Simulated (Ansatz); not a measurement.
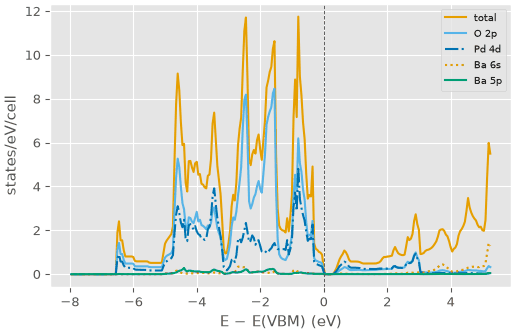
*Total and projected density of states of Ba2PdO3 in space group Immm (No. 71; Ba on 4i, Pd on 2a, O on 4i, O on 2d), the program Ansatz at the r²SCAN level (PAW)*

Q: Which orbitals carry the states next to the gap?

A: Top 1 eV of the valence band: O 2p 53 %, Pd 4d 41 %. Bottom 1 eV of the conduction band: Pd 4d 52 %, O 2p 31 %, O 2s 6 %, outside the projected shells 7 %. Projections are on Löwdin-orthogonalised atomic valence shells; empty p or d shells of many metals are not among them.

Q: Where is the tallest occupied peak in this window, and what makes it?

A: Near -0.8 eV, about 12 states/eV per cell; the largest projected share is O 2p.

The workflow started from a Materials Project entry (that database holds measured and hypothetical structures alike); the Crystallography Open Database files this formula in space group No. 71, but the cells were not matched. Whether it is the stable phase at ambient conditions was not checked. Symmetry was held in the r²SCAN relaxation; whether a distortion lowers the energy is not shown. The run is not spin-polarised. Spin–orbit coupling is left out wherever it is not named.

Potentials: the later of the program's two PAW sets.
